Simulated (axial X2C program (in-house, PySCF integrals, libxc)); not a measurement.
# SF: from the state search to constants, part 2 of 2

Computed with an in-house X2C program for linear molecules on PySCF integrals; all-electron X2C, S dyall-av3z, F dyall-av3z.

**9. PBE0, 2c**

State followed: Ω = 3/2 (excess of +ω over −ω: ω = 3/2). The scan is laid around 1.606 Å, a first estimate of the minimum, and this SCF restarts from the orbitals of the search.

The SCF at the reference distance of 1.606 Å:

```text
two-component X2C + atomic mean field  PBE0
basis functions 116  fitting functions 591  grid points 4355
iter        total energy     max residual
   1       -498.911536104     1.40e-05
   2       -498.911536118     1.30e-05
   3       -498.911536121     5.20e-06
   4       -498.911536123     3.00e-06
converged
one-electron -784.57681885  Coulomb 274.26669920  exact exchange -8.78381699  xc functional -27.19830093  nuclear repulsion 47.44801891  atomic mean-field constant -0.06731746
```

Along the bond, energies from the lowest point:

| R (Å) | E (eV) | μ (D) | HOMO (eV) | LUMO (eV) | iterations |
| --- | --- | --- | --- | --- | --- |
| 1.397 | 1.0382 | 0.38 | -6.49 | -3.88 | 10 |
| 1.462 | 0.4323 | 0.01 | -6.74 | -4.13 | 10 |
| 1.510 | 0.1728 | -0.26 | -6.93 | -4.30 | 10 |
| 1.558 | 0.0380 | -0.51 | -7.10 | -4.47 | 10 |
| 1.606 | 0.0000 | -0.76 | -7.27 | -4.64 | 4 |
| 1.662 | 0.0484 | -1.03 | -7.45 | -4.81 | 11 |
| 1.718 | 0.1710 | -1.29 | -7.61 | -4.97 | 11 |
| 1.791 | 0.4045 | -1.61 | -7.81 | -5.17 | 12 |
| 1.879 | 0.7627 | -1.97 | -8.03 | -5.38 | 13 |
| 2.007 | 1.3505 | -2.44 | -8.30 | -5.63 | 14 |

Dipoles are positive if F is the positive end.

Outer spinors at the reference distance:

```json
{"ω": "1/2", "occupied": "yes", "ε (eV)": "-34.97", "atomic character": "75% F s, 8% S p, 6% S d", "λ mixture": "100% σ"}
{"ω": "-1/2", "occupied": "yes", "ε (eV)": "-34.72", "atomic character": "75% F s, 8% S p, 6% S d", "λ mixture": "100% σ"}
{"ω": "1/2", "occupied": "yes", "ε (eV)": "-20.65", "atomic character": "56% S s, 31% F p, 8% F s", "λ mixture": "100% σ"}
{"ω": "-1/2", "occupied": "yes", "ε (eV)": "-19.70", "atomic character": "50% S s, 38% F p, 8% F s", "λ mixture": "100% σ"}
{"ω": "1/2", "occupied": "yes", "ε (eV)": "-14.30", "atomic character": "51% F p, 26% S p, 18% S s", "λ mixture": "100% σ"}
{"ω": "-1/2", "occupied": "yes", "ε (eV)": "-14.05", "atomic character": "82% F p, 12% S p, 3% S d", "λ mixture": "100% π"}
{"ω": "3/2", "occupied": "yes", "ε (eV)": "-14.01", "atomic character": "82% F p, 12% S p, 3% S d", "λ mixture": "100% π"}
{"ω": "-1/2", "occupied": "yes", "ε (eV)": "-13.85", "atomic character": "46% F p, 26% S p, 23% S s", "λ mixture": "100% σ"}
{"ω": "1/2", "occupied": "yes", "ε (eV)": "-13.73", "atomic character": "83% F p, 10% S p, 3% S d", "λ mixture": "100% π"}
{"ω": "-3/2", "occupied": "yes", "ε (eV)": "-13.32", "atomic character": "84% F p, 9% S p, 4% S d", "λ mixture": "100% π"}
{"ω": "-1/2", "occupied": "yes", "ε (eV)": "-8.29", "atomic character": "78% S p, 13% F p, 4% F d", "λ mixture": "100% π"}
{"ω": "3/2", "occupied": "yes", "ε (eV)": "-8.23", "atomic character": "78% S p, 13% F p, 4% F d", "λ mixture": "100% π"}
{"ω": "1/2", "occupied": "yes", "ε (eV)": "-7.27", "atomic character": "80% S p, 11% F p, 4% F d", "λ mixture": "100% π"}
{"ω": "-3/2", "occupied": "no", "ε (eV)": "-4.64", "atomic character": "80% S p, 10% F p, 4% F d", "λ mixture": "100% π"}
{"ω": "1/2", "occupied": "no", "ε (eV)": "-1.80", "atomic character": "56% S p, 19% S d, 13% F p", "λ mixture": "100% σ"}
{"ω": "-1/2", "occupied": "no", "ε (eV)": "-1.44", "atomic character": "56% S p, 18% S d, 12% F p", "λ mixture": "100% σ"}
{"ω": "1/2", "occupied": "no", "ε (eV)": "0.46", "atomic character": "90% S s, 4% S p, 3% F s", "λ mixture": "100% σ"}
```

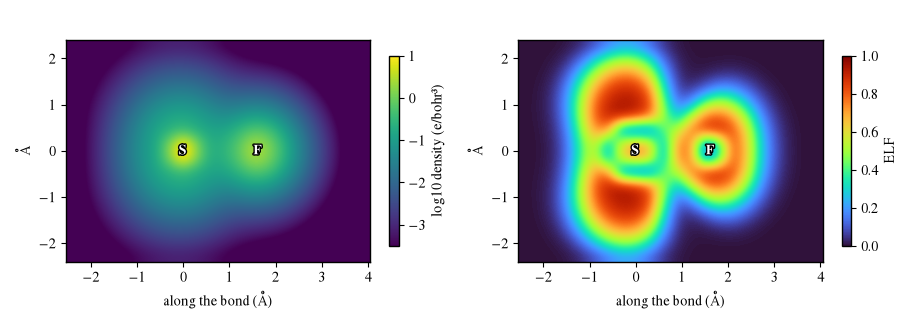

PBE0 fields in a plane through the axis, from a grid of 0.3 Å; S lies at z = 0 and F at z = 1.606 Å; the ELF is damped to zero where the density is low.

Re = 1.604 Å, ωe = 857 cm⁻¹, ωexe = 4.08 cm⁻¹, Be = 0.5496 cm⁻¹, De = 3.55 eV, μ = -0.75 D.

**10. HF, 2c**

Output at 1.606 Å:

```text
two-component X2C + atomic mean field  HF
basis functions 116  fitting functions 591  grid points 4355
iter        total energy     max residual
   1       -498.064686167     8.76e-02
   2       -498.081254460     7.78e-03
   3       -498.082259213     6.77e-03
   4       -498.082526175     1.84e-03
   5       -498.082624494     1.38e-03
   6       -498.082656832     5.27e-04
   7       -498.082663447     1.17e-04
   8       -498.082664352     5.91e-05
   9       -498.082664585     3.06e-05
  10       -498.082664680     1.13e-05
  11       -498.082664707     6.95e-06
  12       -498.082664712     5.25e-06
  13       -498.082664716     3.42e-06
  14       -498.082664719     1.25e-06
  15       -498.082664719     3.46e-07
converged
one-electron -784.41688129  Coulomb 274.16237403  exact exchange -35.20885891  xc functional 0.00000000  nuclear repulsion 47.44801891  atomic mean-field constant -0.06731746
```

Re = 1.576 Å, ωe = 918 cm⁻¹, ωexe = 3.83 cm⁻¹, Be = 0.5694 cm⁻¹, De = 1.33 eV, μ = -0.98 D.

**11. r2SCAN0, 2c**

Output at 1.606 Å:

```text
two-component X2C + atomic mean field  r2SCAN0
basis functions 116  fitting functions 591  grid points 4355
iter        total energy     max residual
   1       -499.047657349     1.18e-02
   2       -499.048569794     3.19e-03
   3       -499.048322933     6.08e-03
   4       -499.048718773     2.02e-04
   5       -499.048720220     1.02e-04
   6       -499.048720724     5.81e-05
   7       -499.048720869     1.47e-05
   8       -499.048720886     3.58e-06
   9       -499.048720886     9.70e-07
converged
one-electron -784.61670341  Coulomb 274.32602330  exact exchange -8.78998918  xc functional -27.34875305  nuclear repulsion 47.44801891  atomic mean-field constant -0.06731746
```

Re = 1.595 Å, ωe = 875 cm⁻¹, ωexe = 4.03 cm⁻¹, Be = 0.556 cm⁻¹, De = 3.19 eV, μ = -0.72 D.

**12. Correlated methods, 2c**

Correlated methods: 13 electrons correlated (frozen shells, counted by type: S 2 s, 1 p; F 1 s), 195 virtual spinors in MP2, 90 natural virtuals in coupled cluster.

Output of the correlated part at 1.606 Å:

```text
correlated 13  virtual 195  natural virtual 90  E(MP2) -0.418694022  MP2 remainder -0.018661126
iter   CCSD correlation   residual
   1     -0.405356167   1.26e-01
   2     -0.416103290   4.99e-02
   3     -0.419044191   2.00e-02
   4     -0.419051482   7.00e-03
   5     -0.419169214   3.29e-03
   6     -0.419187493   1.28e-03
   7     -0.419185830   4.27e-04
   8     -0.419191660   1.58e-04
   9     -0.419189440   6.78e-05
  10     -0.419189896   2.80e-05
  11     -0.419189306   1.57e-05
  12     -0.419189320   9.57e-06
(T) -0.015006335  T1 0.0231  D1 0.0609  max T2 0.075
```

MP2: Re = 1.613 Å, ωe = 842 cm⁻¹, Be = 0.5439 cm⁻¹, De = 3.66 eV.

CCSD: Re = 1.608 Å, ωe = 849 cm⁻¹, ωexe = 4.26 cm⁻¹, Be = 0.5468 cm⁻¹, De = 3.26 eV. T1 at Re = 0.016 (Lee–Taylor, the printed value over √2).

CCSD(T): Re = 1.617 Å, ωe = 828 cm⁻¹, ωexe = 4.43 cm⁻¹, Be = 0.5411 cm⁻¹, De = 3.41 eV. T1 at Re = 0.017 (Lee–Taylor, the printed value over √2).

**13. A higher determinant, 2c**

State: Ω = 1/2 (excess of +ω over −ω: ω = 1/2).

Output at the reference distance:

```text
two-component X2C + atomic mean field  PBE0
basis functions 116  fitting functions 591  grid points 4355
iter        total energy     max residual
   1       -498.909620288     1.22e-05
   2       -498.909620293     1.42e-05
   3       -498.909620295     4.87e-06
   4       -498.909620296     1.47e-06
converged
one-electron -784.56303165  Coulomb 274.25416143  exact exchange -8.78363923  xc functional -27.19781231  nuclear repulsion 47.44801891  atomic mean-field constant -0.06731746
```

| R (Å) | E above the lowest PBE0 point (eV) |
| --- | --- |
| 1.397 | 1.089 |
| 1.462 | 0.483 |
| 1.510 | 0.224 |
| 1.558 | 0.090 |
| 1.606 | 0.052 |
| 1.662 | 0.101 |
| 1.718 | 0.224 |
| 1.791 | 0.457 |
| 1.879 | 0.816 |

Re = 1.604 Å, ωe = 857 cm⁻¹, ωexe = 4.08 cm⁻¹, Be = 0.5497 cm⁻¹, μ = -0.74 D. Te = 0.05 eV.

**14. The 2c curves together**

Energy (eV) of the followed determinant, 2c, from each level's lowest point:

| R (Å) | PBE0 | HF | MP2 | CCSD | CCSD(T) | r2SCAN0 |
| --- | --- | --- | --- | --- | --- | --- |
| 1.397 | 1.038 | 0.835 | 1.104 | n/a | n/a | 0.967 |
| 1.462 | 0.432 | 0.296 | 0.476 | 0.453 | 0.489 | 0.385 |
| 1.510 | 0.173 | 0.086 | 0.201 | 0.186 | 0.210 | 0.142 |
| 1.558 | 0.038 | 0.000 | 0.052 | 0.044 | 0.057 | 0.023 |
| 1.606 | 0.000 | 0.009 | 0.000 | 0.000 | 0.000 | 0.000 |
| 1.662 | 0.048 | 0.111 | 0.033 | 0.041 | 0.027 | 0.065 |
| 1.718 | 0.171 | 0.284 | 0.141 | 0.157 | 0.127 | 0.203 |
| 1.791 | 0.405 | 0.581 | 0.355 | 0.381 | 0.331 | 0.456 |
| 1.879 | 0.763 | 1.010 | 0.724 | n/a | n/a | 0.836 |
| 2.007 | 1.351 | 1.715 | 1.280 | n/a | n/a | 1.452 |

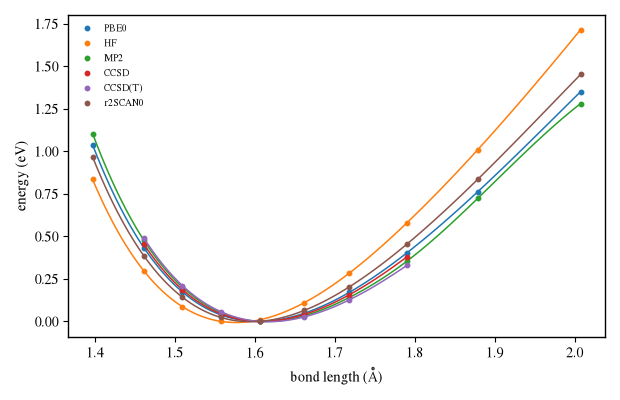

Curves of the followed state, 2c, each from its own lowest point.

The whole job took 1.7 min on 1 thread, shared host.

**15. What came out**

This closing draws on all 2 parts.

Lowest determinant that the search found at its distance, spin-free: M_S = 1/2, Λ = 1 (beyond closed shells: π+α, π+β, π-α).

Lowest determinant that the search found at its distance, 2c: Ω = 3/2 (excess of +ω over −ω: ω = 3/2).

| Hamiltonian | level | Re (Å) | ωe (cm⁻¹) | De (eV) | μ (D) |
| --- | --- | --- | --- | --- | --- |
| spin-free | PBE0 | 1.604 | 857 | 3.52 | -0.75 |
| spin-free | HF | 1.576 | 918 | 1.32 | -0.98 |
| spin-free | MP2 | 1.612 | 842 | 3.67 | n/a |
| spin-free | CCSD | 1.608 | 849 | 3.26 | n/a |
| spin-free | CCSD(T) | 1.617 | 828 | 3.42 | n/a |
| spin-free | r2SCAN0 | 1.595 | 875 | 3.16 | -0.72 |
| 2c | PBE0 | 1.604 | 857 | 3.55 | -0.75 |
| 2c | HF | 1.576 | 918 | 1.33 | -0.98 |
| 2c | MP2 | 1.613 | 842 | 3.66 | n/a |
| 2c | CCSD | 1.608 | 849 | 3.26 | n/a |
| 2c | CCSD(T) | 1.617 | 828 | 3.41 | n/a |
| 2c | r2SCAN0 | 1.595 | 875 | 3.19 | -0.72 |

Dipoles are positive if F is the positive end.

Time per point (s) on 1 thread, shared host (2c runs; CCSD comes with the CCSD(T) run); the times are rough: PBE0 0.21, HF 0.16, MP2 0.3, CCSD(T) 5.3, r2SCAN0 0.36.

At CCSD(T), going from spin-free to two-component changes Re by 0 mÅ, ωe by 0.0 %, which is small (part of it comes from the scalar share of the two-electron terms). De moves by -0.01 eV; both De rest on single-determinant atoms, which can miss part of an open shell's spin–orbit lowering.

De refers to S + F, each in the lowest determinant found, which need not be this curve's own limit. Each curve is one determinant whose occupation by symmetry is held fixed; it was picked as the lowest of a PBE0 search that is not exhaustive. De is counted from the lowest determinant-based energies of the atoms at the same level, without counterpoise correction. Density functionals use the spin component along the axis (collinear). CCSD and (T) use frozen natural virtuals with an MP2 correction for the truncation. The meta-GGAs lack a current-density term, which matters for open shells with orbital currents, atoms included.
